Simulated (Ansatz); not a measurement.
## Electronic structure of AlH2N···H2 in real space

Input

```
crystal:
  periodic: [false, false, false]
  atoms:
    - { symbol: Al, position_ang: [0.0, 0.0, 0.0] }
    - { symbol: H, position_ang: [1.2076, 0.0, 1.2804] }
    - { symbol: H, position_ang: [1.7126, 0.0, 0.4057] }
    - { symbol: "N", position_ang: [-1.6627, 0.0, -0.96] }
    - { symbol: H, position_ang: [-2.3316, -0.8164, -0.8614] }
    - { symbol: H, position_ang: [-1.9118, 0.8164, -1.5886] }
basis:
  gaussian: { orbitals: def2-SVP }
hamiltonian:
  xc: hf
relax:
  f_tol: 0.15
  max_steps: 25
  restrain:
    - { distance: [1, 2], at: 0.66, k: 30.0 }
    - { distance: [0, 1], at: 2.76, k: 30.0 }
    - { distance: [0, 2], at: 2.76, k: 30.0 }
output:
  orbitals: {}
```

Launched as:

```sh
ansatz run input.yaml --threads 1 --pin off --max-ram 2048MiB --backend cpu --events-out ev --progress --plain --runs-dir out
```

The fields are those of the run's last geometry, not of the input's.

Not at a stationary point (largest force 1.5 eV/Å).

These are results of Ansatz, RHF/def2-SVP, not measurements.

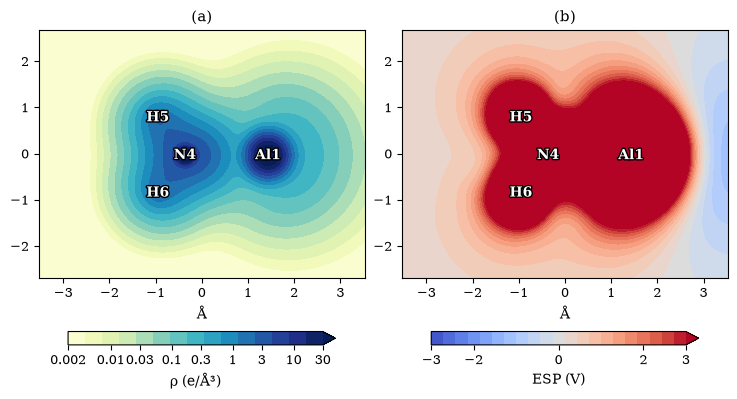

Figure 1. (a) total electron density; (b) molecular electrostatic potential on the plane of atoms H5, N4 and H6.

**Interpret the plot.**

The plane passes through Al, N and H nuclei.
Al–N (1.80 Å): ρ at the midpoint is about 0.8 e/Å³.
N–H (1.01 Å): ρ is about 2.8 e/Å³ halfway.
Outside the dense part of the complex the potential is most negative (−1.1 V) near Al1.

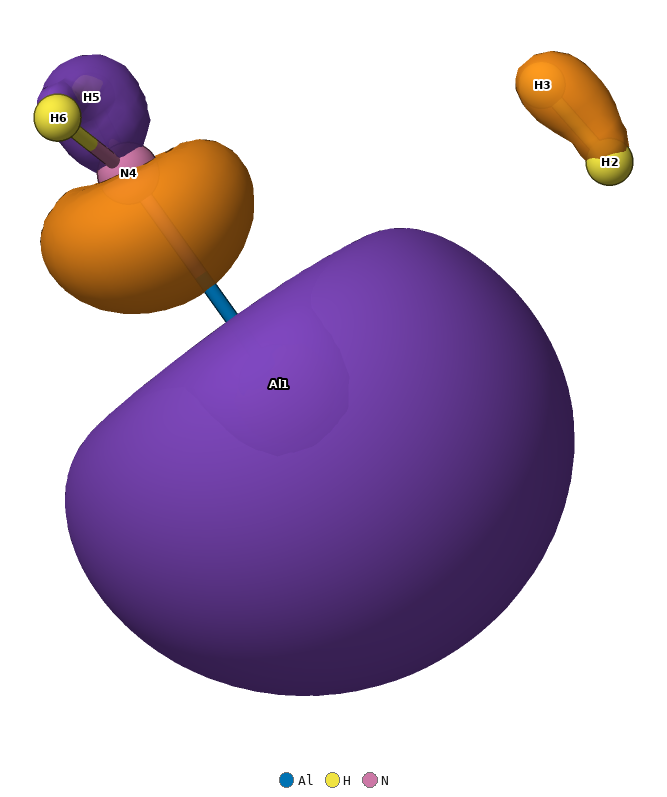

Figure 2. The HOMO at ±0.1 Å⁻³ᐟ² (orange and purple are the two phases), seen at a tilt.

**Where does this orbital lie, and at what energy?**

It lies mainly on Al1 (about 90 %) and N4 (about 5 %). Its energy is −7.85 eV.
